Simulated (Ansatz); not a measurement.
# Al₂ (quintet): correlated methods under varied settings

What do other methods and options give for Al₂ (quintet) at this geometry, and how long do they take?

Method: the settings change from run to run; program: Ansatz 0.2.0, Gaussian basis.

15 further runs of the same task are left out: 4 that didn't finish, 11 set aside as unsound or not needed.

## (1) The system

The geometry is a PBE0/def2-TZVP stationary point (not a proven minimum) of the parent state, kept for this charge and spin.

2 atoms, charge 0, spin multiplicity 5.

Atoms are counted from 1 here; the program's logs count them from 0.

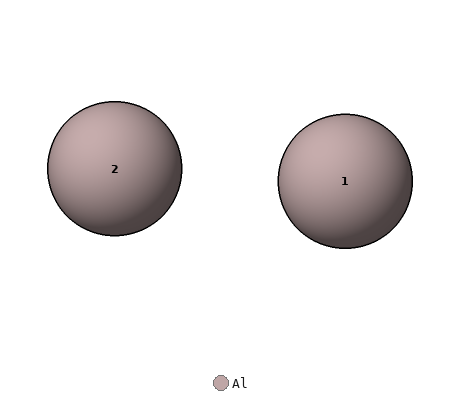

The geometry (aluminium light grey); atoms are numbered from 1 in the order of the file.

## (2) CCSD/cc-pVTZ

File in.yaml:

```yaml
crystal:
  periodic: [false, false, false]
  atoms:
    - {symbol: Al, position_ang: [0.000000, 0.000000, 0.000000]}
    - {symbol: Al, position_ang: [0.000000, 0.000000, 2.478843]}
basis:
  gaussian: {orbitals: cc-pVTZ}
magnetization: {spin_polarized: false, initial_magnetization: 4}
hamiltonian: {xc: {name: B3LYP}}
correlation: {method: ccsd, electrons: valence}
output: {forces: true}
```

Command:

```console
ansatz run in.yaml --threads 1 --pin off --events-out ev --progress --plain --max-ram 2393MiB
```

The program printed, cut to the lines that bear on the results:

```text
Functional definition: B3LYP
  name "B3LYP"
  cite "Stephens, Devlin, Chabalowski & Frisch, J. Phys. Chem. 98, 11623 (1994) doi:10.1021/j100096a001"
  cite "Becke, Phys. Rev. A 38, 3098 (1988) doi:10.1103/PhysRevA.38.3098"
  cite "Lee, Yang & Parr, Phys. Rev. B 37, 785 (1988) doi:10.1103/PhysRevB.37.785"
  cite "Vosko, Wilk & Nusair, Can. J. Phys. 58, 1200 (1980) doi:10.1139/p80-159"
[...]
442 factors; integrals over basis functions are off by at most 9.7e-4 eV
[...]
mean field -13190.85819985 eV, -484.7550977598 hartree, gradient 2.9e-6 eV, S^2 6.000000; 4 other end points of the search recorded, 0 dependent functions left out
[...]
10 core orbitals not correlated: weight in the atoms' cores, before any rotation towards them, 1.000 or more for the frozen orbitals, at most 0.000 for the correlated occupied ones
reference -13163.05488802 eV, -483.7333448957 hartree; 5, 1 occupied and 53, 57 virtual orbitals, 442 factors
second order -2.45682128 eV of doubles, -0.17072050 eV of singles
cycle   1  -2.81395656 eV  change   -1.9e-1 eV  update   5.7e-2
[...]
cycle  11  -2.92381183 eV  change    2.6e-7 eV  update   4.8e-7
[...]
Total energy: -13165.97869985 eV, -483.8407929985 hartree
Atom 0 at     0.000000     0.000000     0.000000 Å, force     0.000000     0.000000     0.932434 eV/Å
Atom 1 at     0.000000     0.000000     2.478843 Å, force     0.000000     0.000000    -0.932434 eV/Å
Dipole moment:    -0.000000    -0.000000     0.000000 e Å
```

Wall time 5.5 s (1 thread of AMD EPYC 9R14, shared host).

From the report: correlation -2.9238 eV; T1 0.018; largest double amplitude 0.09. The orbitals are Kohn-Sham ones, so correlation energy and T1 don't compare with those on Hartree-Fock orbitals.

## (3) BCCD/cc-pVTZ

File in.yaml:

```yaml
crystal:
  periodic: [false, false, false]
  atoms:
    - {symbol: Al, position_ang: [0.000000, 0.000000, 0.000000]}
    - {symbol: Al, position_ang: [0.000000, 0.000000, 2.478843]}
basis:
  gaussian: {orbitals: cc-pVTZ}
magnetization: {spin_polarized: true, initial_magnetization: 4}
hamiltonian: {xc: {name: PBE0}}
correlation: {method: bccd, electrons: valence}
output: {forces: true}
```

Launched as before.

The program printed, cut to the lines that bear on the results:

```text
Functional definition: PBE0
  name "PBE0"
  cite "Adamo & Barone, J. Chem. Phys. 110, 6158 (1999) doi:10.1063/1.478522"
  cite "Perdew, Burke & Ernzerhof, Phys. Rev. Lett. 77, 3865 (1996) doi:10.1103/PhysRevLett.77.3865"
  parent pbe
[...]
442 factors; integrals over basis functions are off by at most 9.7e-4 eV
[...]
mean field -13183.97772197 eV, -484.5022448613 hartree, gradient 4.0e-7 eV, S^2 6.000429; 4 other end points of the search recorded, 0 dependent functions left out
10 core orbitals not correlated: weight in the atoms' cores, before any rotation towards them, 1.000 or more for the frozen orbitals, at most 0.000 for the correlated occupied ones
reference -13163.19912065 eV, -483.7386453472 hartree; 5, 1 occupied and 53, 57 virtual orbitals, 442 factors
second order -2.40865375 eV of doubles, -0.09999470 eV of singles
cycle   1  -2.71960951 eV  change   -2.1e-1 eV  update   5.8e-2
[...]
cycle  12  -2.83136403 eV  change    5.4e-8 eV  update   3.7e-7
[...]
Total energy: -13166.03048469 eV, -483.8426960563 hartree
Atom 0 at     0.000000     0.000000     0.000000 Å, force    -0.000000    -0.000000     0.924101 eV/Å
Atom 1 at     0.000000     0.000000     2.478843 Å, force     0.000000    -0.000000    -0.924101 eV/Å
Dipole moment:    -0.000000    -0.000000    -0.000000 e Å
```

Run time: 5.5 s. Hardware: 1 thread of AMD EPYC 9R14, shared host; peak memory 0.32 GiB.

From the report: ⟨S²⟩ of the determinant 6.000 (pure quintet: 6.00); correlation -2.8314 eV; largest double amplitude 0.09.

## (4) CCSDT(Q)/B on UHF/def2-SVP

File in.yaml:

```yaml
crystal:
  periodic: [false, false, false]
  atoms:
    - {symbol: Al, position_ang: [0.000000, 0.000000, 0.000000]}
    - {symbol: Al, position_ang: [0.000000, 0.000000, 2.478843]}
basis:
  gaussian: {orbitals: def2-SVP}
magnetization: {spin_polarized: true, initial_magnetization: 4}
hamiltonian: {pseudopotentials: {relativity: scalar}}
correlation: {method: ccsdt_q_b, electrons: outside_noble_gas}
output: {forces: true}
```

Launched as before.

The program printed, cut to the lines that bear on the results:

```text
Functional definition: HF
  name "HF"
  cite "Fock, Z. Phys. 61, 126 (1930) doi:10.1007/BF01340294"
  parent pbe
[...]
539 factors; integrals over basis functions are off by at most 7.2e-8 eV
[...]
mean field -13180.24808748 eV, -484.3651833220 hartree, gradient 5.1e-6 eV, S^2 6.001469; 9 other end points of the search recorded, 0 dependent functions left out
determinant -13180.24808748 eV, -484.3651833220 hartree, with singles and doubles -13182.48354026 eV, -484.4473346962 hartree
determinant -13178.87904370 eV, -484.3148718908 hartree, with singles and doubles -13180.55893266 eV, -484.3766066715 hartree
determinant -13178.42892324 eV, -484.2983302693 hartree, with singles and doubles -13180.27754661 eV, -484.3662659250 hartree
determinant -13177.80423655 eV, -484.2753734565 hartree, with singles and doubles -13180.30621153 eV, -484.3673193414 hartree
10 core orbitals not correlated: weight in the atoms' cores, before any rotation towards them, 1.000 or more for the frozen orbitals, at most 0.000 for the correlated occupied ones
reference -13180.24808748 eV, -484.3651833220 hartree; 5, 1 occupied and 21, 25 virtual orbitals, 539 factors
second order -1.73856748 eV of doubles, -0.00000000 eV of singles
cycle   1  -2.05190060 eV  change   -3.1e-1 eV  update   8.3e-2
[...]
cycle  16  -2.41992199 eV  change   -1.6e-7 eV  update   1.3e-7
perturbative correction -0.01063297 eV, -0.0003907546 hartree
[...]
Total energy: -13182.67864245 eV, -484.4545045694 hartree
Relativity: scalar
Atom 0 at     0.000000     0.000000     0.000000 Å, force     0.000000     0.000000     0.788643 eV/Å
Atom 1 at     0.000000     0.000000     2.478843 Å, force    -0.000000    -0.000000    -0.788643 eV/Å
Dipole moment:     0.000000    -0.000000    -0.000000 e Å
```

Wall time 9 s (1 thread of AMD EPYC 9R14, shared host).

From the report: ⟨S²⟩ of the determinant 6.001 (pure quintet: 6.00); correlation -2.4306 eV; T1 0.035; largest double amplitude 0.13.

## (5) CASSCF(4,8)/def2-mTZVP

File in.yaml:

```yaml
crystal:
  periodic: [false, false, false]
  atoms:
    - {symbol: Al, position_ang: [0.000000, 0.000000, 0.000000]}
    - {symbol: Al, position_ang: [0.000000, 0.000000, 2.478843]}
basis:
  gaussian: {orbitals: def2-mTZVP}
magnetization: {spin_polarized: false, initial_magnetization: 4}
correlation: {active_space: {window: {electrons: 4, orbitals: 8}}}
accuracy: high
output: {forces: true}
```

Launched as before.

The program printed, cut to the lines that bear on the results:

```text
Functional definition: HF
  name "HF"
  cite "Fock, Z. Phys. 61, 126 (1930) doi:10.1007/BF01340294"
  parent pbe
[...]
696 factors; integrals over basis functions are off by at most 3.6e-9 eV
[...]
mean field -13163.02825565 eV, -483.7323661739 hartree, gradient 1.0e-8 eV, S^2 6.000000; 6 other end points of the search recorded, 0 dependent functions left out
reference -13163.02825565 eV, -483.7323661739 hartree; 15, 11 occupied and 29, 33 virtual orbitals, 696 factors
state -13163.47094788 eV, -483.7486348134 hartree
[...]
Total energy: -13163.47094788 eV, -483.7486348134 hartree
Atom 0 at     0.000000     0.000000     0.000000 Å, force     0.000000     0.000000     0.911453 eV/Å
Atom 1 at     0.000000     0.000000     2.478843 Å, force     0.000000     0.000000    -0.911453 eV/Å
Dipole moment:    -0.000000     0.000000     0.000000 e Å
```

It took 1.2 s on 1 thread of AMD EPYC 9R14, shared host.

From the report: 70 determinants; active occupations 1.00, 0.99, 0.96, 0.96, 0.04, 0.04, 0.01, 0.00.

## (6) CCSDT(Q) on UHF/def2-mTZVP

File in.yaml:

```yaml
crystal:
  periodic: [false, false, false]
  atoms:
    - {symbol: Al, position_ang: [0.000000, 0.000000, 0.000000]}
    - {symbol: Al, position_ang: [0.000000, 0.000000, 2.478843]}
basis:
  gaussian: {orbitals: def2-mTZVP}
magnetization: {spin_polarized: true, initial_magnetization: 4}
correlation: {method: ccsdt_q, electrons: outside_noble_gas}
```

The command is unchanged.

The program printed, cut to the lines that bear on the results:

```text
Functional definition: HF
  name "HF"
  cite "Fock, Z. Phys. 61, 126 (1930) doi:10.1007/BF01340294"
  parent pbe
[...]
637 factors; integrals over basis functions are off by at most 9.6e-8 eV
[...]
mean field -13163.04060588 eV, -483.7328200367 hartree, gradient 3.7e-6 eV, S^2 6.001497; 9 other end points of the search recorded, 0 dependent functions left out
determinant -13163.04060588 eV, -483.7328200367 hartree, with singles and doubles -13165.02641043 eV, -483.8057970078 hartree
determinant -13161.69003837 eV, -483.6831875963 hartree, with singles and doubles -13163.08857240 eV, -483.7345827739 hartree
determinant -13161.22773068 eV, -483.6661981019 hartree, with singles and doubles -13162.81981357 eV, -483.7247060691 hartree
determinant -13160.61593607 eV, -483.6437150647 hartree, with singles and doubles -13162.84649113 eV, -483.7256864512 hartree
10 core orbitals not correlated: weight in the atoms' cores, before any rotation towards them, 1.000 or more for the frozen orbitals, at most 0.000 for the correlated occupied ones
reference -13163.04060588 eV, -483.7328200367 hartree; 5, 1 occupied and 29, 33 virtual orbitals, 637 factors
second order -1.53712253 eV of doubles, -0.00000000 eV of singles
cycle   1  -1.81981869 eV  change   -2.8e-1 eV  update   7.9e-2
[...]
cycle  15  -2.15107537 eV  change   -3.5e-7 eV  update   1.9e-7
perturbative correction -0.00912743 eV, -0.0003354269 hartree
Total energy: -13165.20080867 eV, -483.8122060252 hartree
```

It took 3.5 s on 1 thread of AMD EPYC 9R14, shared host.

From the report: ⟨S²⟩ of the determinant 6.001 (pure quintet: 6.00); correlation -2.1602 eV; T1 0.034; largest double amplitude 0.13.

## (7) The runs in one table

Where basis and cores are those of an earlier UCCSDT(Q)/cc-pVTZ run (-13166.4031 eV), and the state is the same kind, the miss against it is given.

```csv
level,correlated,functions,energy (eV),from UCCSDT(Q) (meV),time
CCSD/cc-pVTZ (on B3LYP orbitals),valence,68,-13165.9787,424.4,5.5 s
BCCD/cc-pVTZ (on PBE0 orbitals),valence,68,-13166.0305,372.6,5.5 s
CCSDT(Q)/B on UHF/def2-SVP (relativity set),outside noble gas,36,-13182.6786,,9 s
"CASSCF(4,8)/def2-mTZVP",,44,-13163.4709,,1.2 s
CCSDT(Q) on UHF/def2-mTZVP,outside noble gas,44,-13165.2008,,3.5 s
```

## (8) Summary of results

```
quantity                                             value
    runs                                                 5
quickest                     CASSCF(4,8)/def2-mTZVP, 1.2 s
 slowest  CCSDT(Q)/B on UHF/def2-SVP (relativity set), 9 s
```

In words: Total energies in different bases, with other cores or another treatment of relativity can't be set against each other. CCSDT(Q)/B on UHF/def2-SVP (relativity set) took 8 times as long as CASSCF(4,8)/def2-mTZVP; the jobs differ in more than the method. Among the correlated runs with a miss given, it spans +373 to +424 meV. Cores frozen from Kohn-Sham orbitals shift the total energy.
